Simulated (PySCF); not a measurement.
Consider C6H8F3P (SMILES C#CP(C)CCC(F)(F)F).

The calculation's input:

```
{"job": {"kind": "nmr", "xc": "PBE0", "basis": "pcSseg-1"}, "charge": 0, "multiplicity": 1}
C      2.285926     1.527278     1.344837
C      1.907993     0.712228     0.545937
P      1.443898    -0.606164    -0.541013
C      1.689746     0.300009    -2.140085
C     -0.410524    -0.342977    -0.404427
C     -0.913635    -0.783996     0.966459
C     -2.412504    -0.601436     1.081138
F     -2.788990     0.677265     0.922086
F     -3.088244    -1.310345     0.162558
F     -2.881530    -0.988031     2.278600
H      2.599338     2.272480     2.017065
H      1.262955    -0.287773    -2.951629
H      1.224269     1.284017    -2.114943
H      2.757866     0.412213    -2.318835
H     -0.653867     0.710367    -0.572649
H     -0.892298    -0.938635    -1.185463
H     -0.694955    -1.839242     1.143351
H     -0.444202    -0.190940     1.755357
```

Command:

```sh
OMP_NUM_THREADS=1 python probes_run.py task.json out
```

Geometry: GFN2-xTB.

These are results of PySCF, PBE0/pcSseg-1, SCF density, gas phase, non-relativistic, not measurements.

What can the converged electron density and electron localisation function tell about the bonding?

C–F (1.34 Å): ρ at the midpoint is about 2.4 e/Å³; the ELF peaks at about 0.85 between the atoms; a shared but strongly polarised pair.
C–P (1.88 Å): ρ is about 1.1 e/Å³ halfway; the ELF peaks at about 0.95 between the atoms, as expected for a shared electron pair.

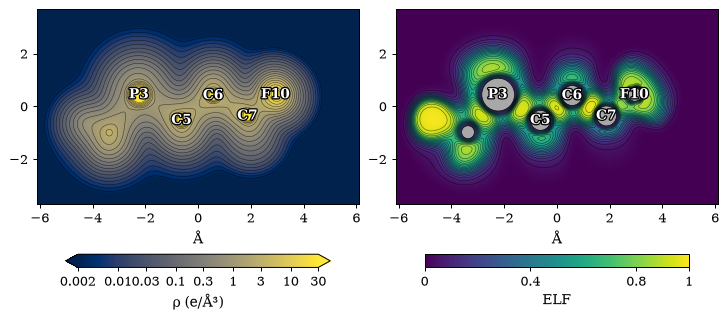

Computed electron density and electron localisation function on the plane of atoms C5, C6 and C7, in this order. Grey discs cover the atomic cores in the ELF map. 
